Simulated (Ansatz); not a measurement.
**Loss of H2: C2H9ClSi2 → C2H7ClSi2 + H2**

Gas-phase species: C2H9ClSi2 `[SiH3]CC[SiH2]Cl`, singlet; C2H7ClSi2 `[SiH3]/C=C/[SiH2]Cl`, singlet; H2 (hydrogen), singlet. This is a balance of energies; it says nothing on the path, which may need atoms to shift.

Shapes, held fixed at every level: PBE0-D4/def2-TZVP. Flexible molecules stand in one conformer, not always the lowest. Programs: Ansatz 0.2.0. Electronic energies: no zero-point or thermal term.

```csv
level,kind,ΔE (kJ/mol),less CCSD(T)/CBS estimate
HF/def2-TZVPP,Hartree–Fock,+134.8,-13.4
PBE-D4/def2-TZVPP,GGA,+153.8,+5.6
r2SCAN-D4/def2-TZVPP,meta-GGA,+155.0,+6.8
PBE0-D4/def2-TZVPP,global hybrid,+167.8,+19.6
wB97M-V/def2-TZVPP,range-separated hybrid,+156.6,+8.4
MP2/def2-TZVPP,perturbation theory,+153.2,+5.0
CCSD(T)/CBS estimate,coupled cluster or CI,+148.2,0.0
```

The highest level, CCSD(T)/CBS estimate, gives ΔE = +148.2 kJ/mol; the levels span +134.8 to +167.8. The column of differences is taken from that level and isn't an error. No measured value is set beside it here. The CBS estimate extrapolates MP2 from def2-TZVPP and def2-QZVPP and adds CCSD(T) − MP2 in the triple-zeta set, cores frozen; for H2 it overshoots the exact energy by about 1 mEh. CCSD(T)/CBS estimate lies outside the range of the other correlated levels here, so it shouldn't be taken on trust.

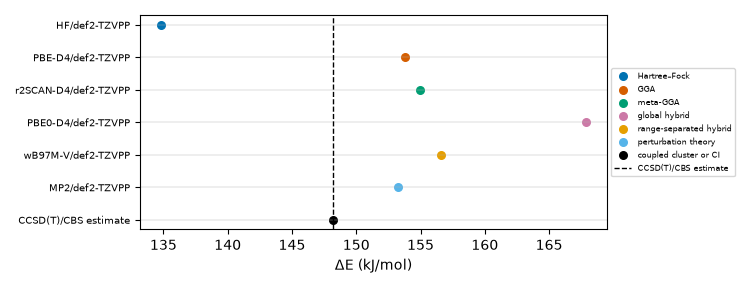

The values of the table, level by level.
